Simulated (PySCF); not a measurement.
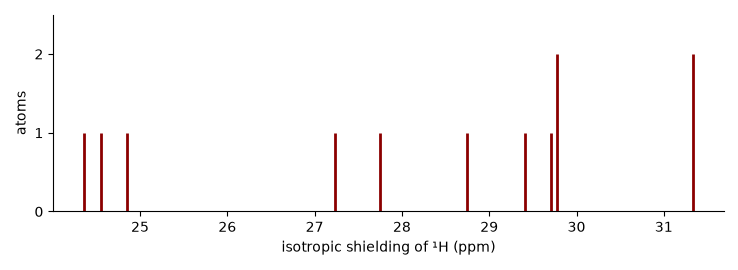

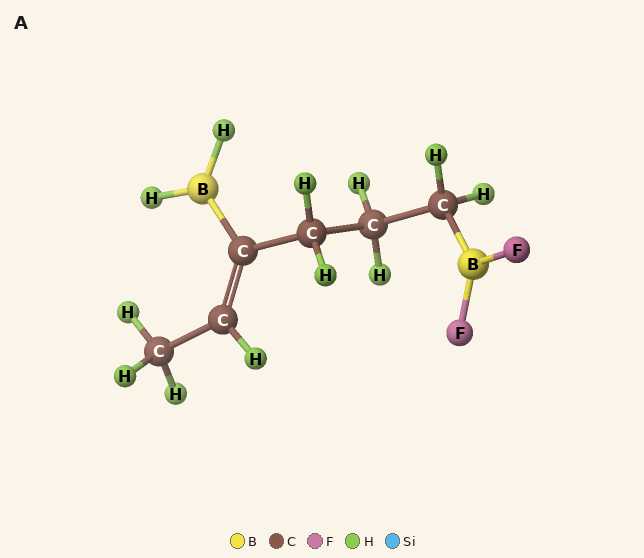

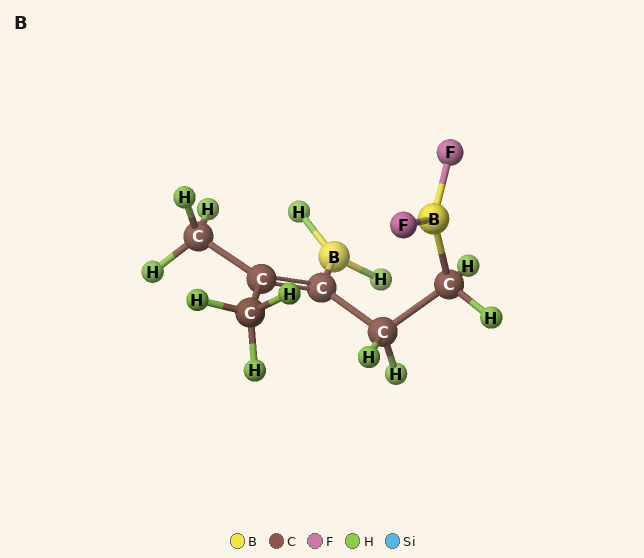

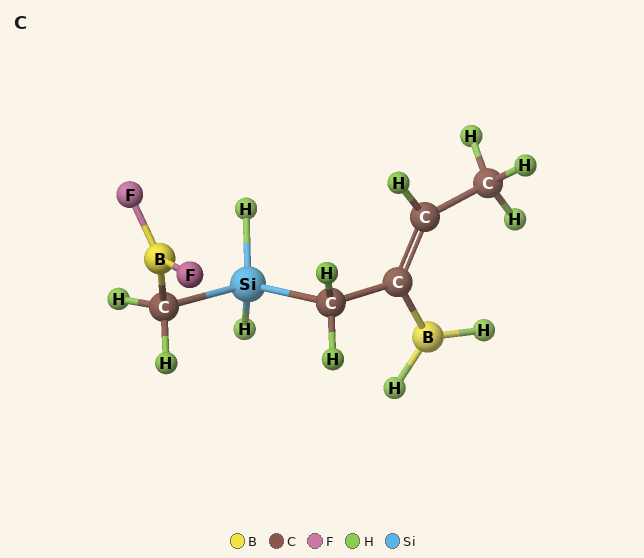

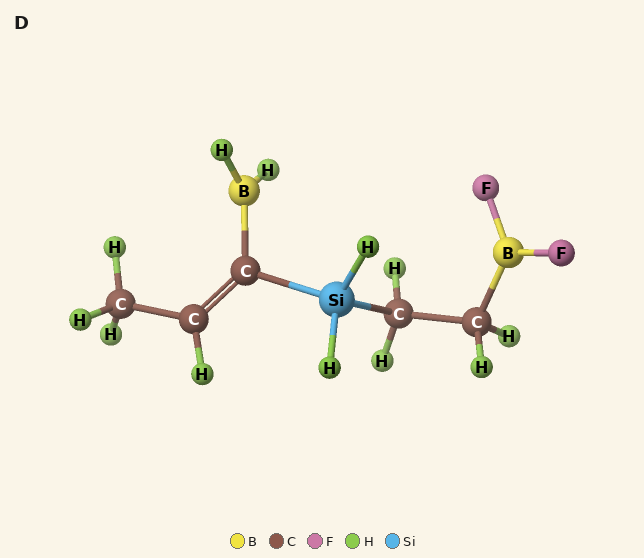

The sticks are computed shieldings of one of the molecules, for one fixed geometry (GFN2-xTB) without averaging over rotations. Low shielding means a high chemical shift. Method: GIAO PBE0/pcSseg-1 NMR shielding, non-relativistic, gas phase (PySCF 2.14.0).

Question: Which molecule gives this pattern?

Answer: C, `B/C(=C\C)C[SiH2]CB(F)F`. Its 12 H atoms give lines at 24.35, 24.55, 24.86, 27.24, 27.75, 28.75, 29.41, 29.70, 29.77 (2 atoms), 31.34 (2 atoms) ppm.

The geometry is semi-empirical. Around B, Si such bond lengths and angles can be off by a tenth of an ångström or more and by several degrees, and values that hang on the shape move with them.
